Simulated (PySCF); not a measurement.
# NMR shielding calculation of C4H10OSi

C4H10OSi, computed with GIAO PBE0/pcSseg-1 NMR shielding, non-relativistic, gas phase (PySCF 2.14.0).

The geometry comes from this level: GFN2-xTB. Figures and captions count atoms from 1; the log counts them from 0 in places.

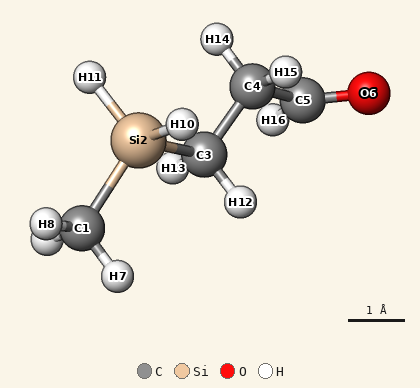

**Figure 1.** The structure as given in the input (ball-and-stick view, seen at a tilt; atoms are numbered from 1 in the order of the input).

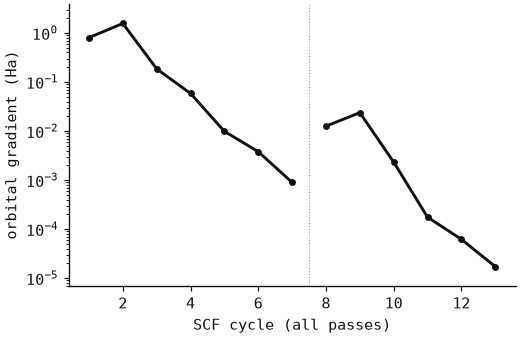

**Figure 2.** Convergence of the self-consistent field: orbital gradient against the SCF cycle. The dotted line marks the change from a coarse to the final integration grid. The first 7 cycles use a coarse grid, the final grid takes over at cycle 8, and the field converges after 13 cycles in all.

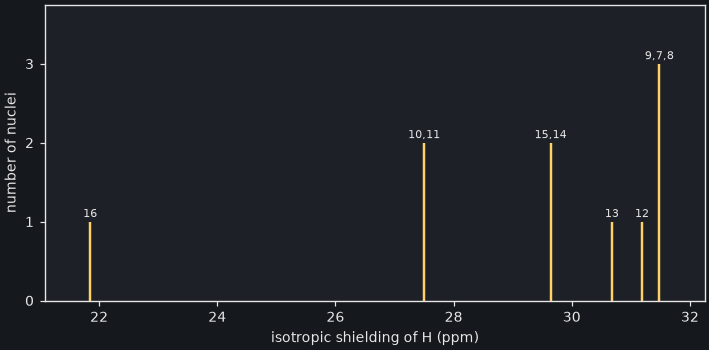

**Figure 3.** Isotropic shieldings of the hydrogen nuclei in this fixed geometry, labelled by atom number; shielding grows to the right, so chemical shift grows to the left. The least shielded is H16 (21.9 ppm), the most shielded H8 (31.5 ppm).

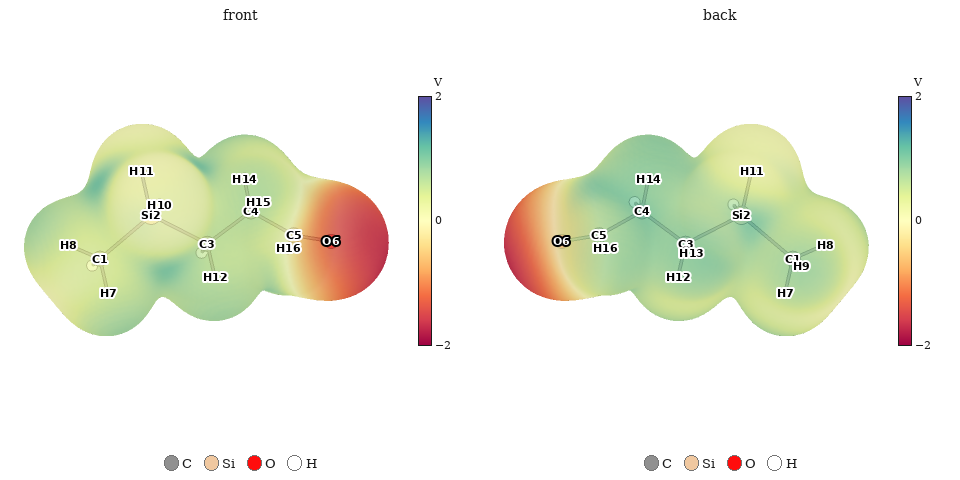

**Figure 4.** The molecular electrostatic potential painted on the density surface at 0.002 e/bohr³, seen at a tilt and from behind; the colour scale runs from red (negative) to blue (positive). A positive charge is drawn to the negative regions and a negative charge to the positive ones. Its dipole moment is 3.10 D.

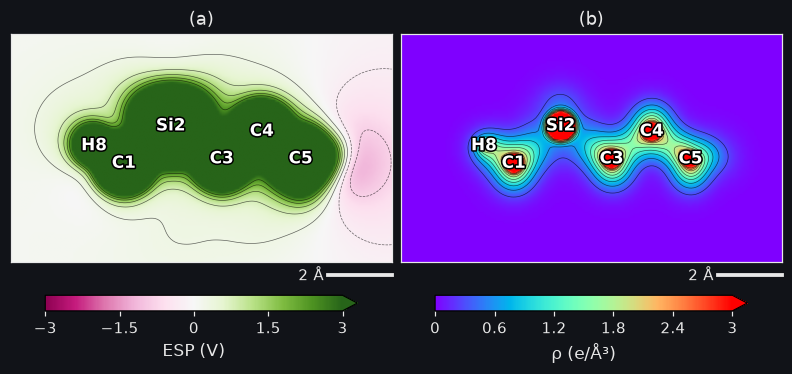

**Figure 5.** (a) molecular electrostatic potential; (b) total electron density on the plane of atoms Si2, C1 and H8. The plane passes through C, Si and H nuclei. C–C (1.50 Å): ρ at the midpoint is about 1.8 e/Å³. C–Si (1.90 Å): ρ is about 0.92 e/Å³ halfway. C–H (1.09 Å): ρ is about 1.9 e/Å³ halfway.

The input that produced these results follows, with the program's output.

Input
```
{"job": {"kind": "nmr", "xc": "PBE0", "basis": "pcSseg-1"}, "charge": 0, "multiplicity": 1}
C      2.686672     0.006620    -0.622126
Si     1.206833    -0.650629     0.364445
C     -0.356719     0.290858    -0.192767
C     -1.613289    -0.170381     0.545791
C     -2.809961     0.594954     0.068093
O     -3.574937     1.205927     0.759580
H      2.804388     1.079419    -0.497743
H      3.608451    -0.463501    -0.294839
H      2.577329    -0.191029    -1.684827
H      1.409326    -0.438277     1.802150
H      1.012483    -2.083633     0.103031
H     -0.225446     1.361503    -0.024926
H     -0.510356     0.162361    -1.266181
H     -1.786635    -1.229923     0.341061
H     -1.503369    -0.038946     1.622780
H     -2.932368     0.573622    -1.034934
```

The first line tells a small driver script what to run in PySCF; the rest is the geometry in Å.

Command:
```bash
OMP_NUM_THREADS=1 python <driver script> task.json out
```

The program's output
```
coarse grid: 13256 points
cycle   1  E = -522.5403956400  dE =  4.858e-01  |g| = 8.024e-01  |ddm| = 3.398e+00
cycle   2  E = -522.1908057571  dE =  3.496e-01  |g| = 1.562e+00  |ddm| = 2.118e+00
cycle   3  E = -522.6675073367  dE = -4.767e-01  |g| = 1.850e-01  |ddm| = 1.632e+00
cycle   4  E = -522.6749693402  dE = -7.462e-03  |g| = 5.837e-02  |ddm| = 1.839e-01
cycle   5  E = -522.6757463567  dE = -7.770e-04  |g| = 9.859e-03  |ddm| = 5.416e-02
cycle   6  E = -522.6757658569  dE = -1.950e-05  |g| = 3.793e-03  |ddm| = 9.383e-03
cycle   7  E = -522.6757690475  dE = -3.191e-06  |g| = 8.969e-04  |ddm| = 4.189e-03
final grid: 121688 points
cycle   8  E = -522.7215835410  dE = -1.214e-05  |g| = 1.259e-02  |ddm| = 2.041e-02
cycle   9  E = -522.7215066745  dE =  7.687e-05  |g| = 2.370e-02  |ddm| = 2.451e-02
cycle  10  E = -522.7216145191  dE = -1.078e-04  |g| = 2.328e-03  |ddm| = 1.713e-02
cycle  11  E = -522.7216156954  dE = -1.176e-06  |g| = 1.754e-04  |ddm| = 1.780e-03
cycle  12  E = -522.7216157024  dE = -6.951e-09  |g| = 6.206e-05  |ddm| = 2.652e-04
cycle  13  E = -522.7216157032  dE = -8.745e-10  |g| = 1.724e-05  |ddm| = 6.987e-05
converged SCF energy = -522.7216157032

GIAO shielding tensors (ppm)
atom      isotropic    diamagn.    paramagn.     s11        s22        s33       span
  0 C      193.388     252.654     -59.266    191.054    191.389    197.721      6.667
  1 Si     385.565     881.288    -495.723    350.080    375.448    431.167     81.087
  2 C      178.450     256.123     -77.674    171.205    176.343    187.801     16.596
  3 C      143.973     250.392    -106.420    123.241    135.271    173.406     50.165
  4 C      -19.268     247.858    -267.126   -115.527    -26.014     83.737    199.265
  5 O     -357.577     393.133    -750.710   -965.791   -444.528    337.588   1303.379
  6 H       31.493      30.968       0.525     26.934     29.256     38.290     11.356
  7 H       31.493      28.206       3.288     26.781     28.054     39.646     12.865
  8 H       31.464      30.772       0.693     26.925     29.088     38.379     11.454
  9 H       27.490      30.373      -2.882     23.763     26.358     32.350      8.588
 10 H       27.515      30.283      -2.768     24.212     26.180     32.153      7.940
 11 H       31.190      34.308      -3.118     26.455     30.097     37.017     10.561
 12 H       30.680      34.187      -3.507     26.270     29.462     36.307     10.036
 13 H       29.648      30.938      -1.290     26.317     28.236     34.390      8.073
 14 H       29.640      31.812      -2.173     25.687     29.410     33.822      8.135
 15 H       21.850      27.550      -5.700     19.475     20.434     25.641      6.165
```

Key numbers

| quantity | value |
| --- | --- |
| outcome | converged |
| total energy | −522.721616 hartree |
| HOMO | −7.27 eV |
| LUMO | −0.60 eV |
| dipole moment | 3.10 D |
| isotropic shielding, C | −19.3 to 193.4 ppm |
| isotropic shielding, Si | 385.6 ppm |
| isotropic shielding, O | −357.6 ppm |
| isotropic shielding, H | 21.9 to 31.5 ppm |
| hardware | 1 CPU thread, shared host |
| wall time | 29 s |
| peak memory | 0.73 GiB |
